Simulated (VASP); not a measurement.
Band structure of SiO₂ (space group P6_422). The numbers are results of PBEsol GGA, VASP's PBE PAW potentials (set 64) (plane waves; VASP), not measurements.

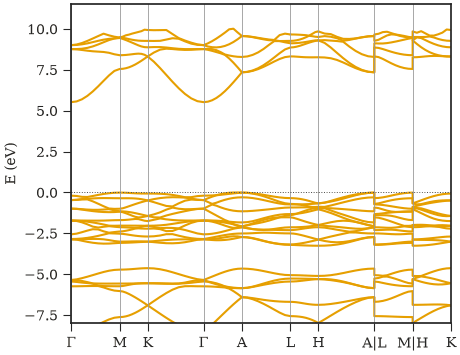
*Bands along high-symmetry lines, zero at the valence-band maximum or, without a gap, the Fermi level*

Q: Read the plot: is there a gap, and where are the band edges?

A: The gap is indirect, 5.52 eV, from the valence maximum at Γ-A at 0.89 to the conduction minimum at Γ. (Edges off the drawn lines would not show.)

The structure comes from a computed database's SiO2 entry (P6_422); how it stands against other phases isn't given here. It was relaxed first.
